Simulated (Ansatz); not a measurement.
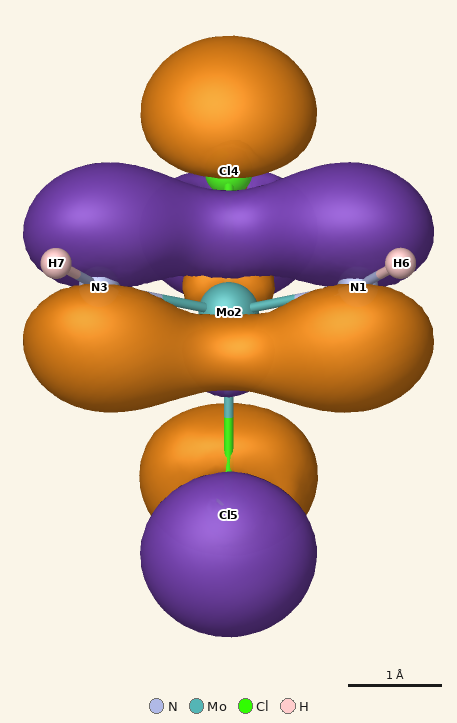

The picture shows: Cl$_{2}$H$_{2}$MoN$_{2}$ (SMILES [NH]=[Mo](=[NH])([Cl])[Cl]). The HOMO at ±0.1 Å⁻³ᐟ² (orange and purple are the two phases), seen from one side.

Geometry: PBE0-D4/def2-TZVP; core potentials replace the inner electrons of Mo.

Theory: isolated molecule in a Gaussian basis; Hartree-Fock (Ansatz 0.2.0).

```xyz
7

N    -1.0571    0.5833    0.8377
Mo   -0.0897    0.0627   -0.4751
N     1.2820   -0.7554    0.1407
Cl   -1.3008   -1.4213   -1.6891
Cl    0.6349    1.9048   -1.5817
H    -1.2613    0.6701    1.8254
H     1.8530   -1.1121    0.8966
```

> What is the character of this orbital?

Its weight (Hirshfeld) is mainly on Cl4 (about 25 %), Cl5 (about 25 %), N3 (about 20 %), N1 (about 20 %) and Mo2 (about 15 %); largely a combination of lone pairs on Cl4, Cl5, N3 and N1. Its energy is −11.56 eV.
